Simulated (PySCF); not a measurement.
# C6H5FN: the cost of one run

Programs: PySCF 2.14.0, with routines of our own; each step states its level. All values are computed. Atoms count from 0.

## (1) The system as given

13 atoms, charge 0, multiplicity 2; geometry from: GFN2-xTB.

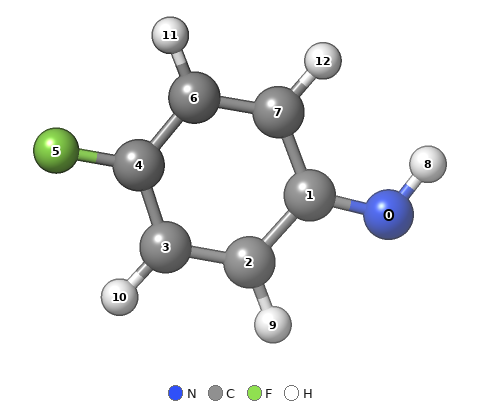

The starting geometry (nitrogen blue, carbon grey, fluorine green, hydrogen white).

## (2) Open-shell or spin-flip excitations: unrestricted TDDFT CAM-B3LYP/def2-SVPD

Job settings and geometry (Å):

```
{"job": {"kind": "uabs", "xc": "CAM-B3LYP", "basis": "def2-SVPD", "nstates": 10, "tda": false}, "charge": 0, "multiplicity": 2}
N     -2.453797     0.297375    -0.258802
C     -1.168196     0.133130    -0.119656
C     -0.311604     1.210137    -0.520762
C      1.047762     1.114682    -0.408475
C      1.605426    -0.054582     0.107437
F      2.941054    -0.145686     0.215076
C      0.822853    -1.133621     0.515430
C     -0.538080    -1.045883     0.406550
H     -3.003983    -0.504142     0.043624
H     -0.785388     2.094447    -0.914430
H      1.701030     1.919569    -0.708515
H      1.305162    -2.015859     0.908433
H     -1.166628    -1.869083     0.716362
```

With the program's defaults for keys left out, this is: unrestricted TDDFT CAM-B3LYP/def2-SVPD, vertical, gas phase, core orbitals frozen in the response.

Started as:

```
OMP_NUM_THREADS=1 python excited_run.py task.json out
```

This one command runs all jobs of the session in turn.

**Question.** How long does this first job take on 1 thread of Arm Neoverse V1, shared host, and how much memory does it need?

About 2.3 min, with a peak of 0.81 GiB.
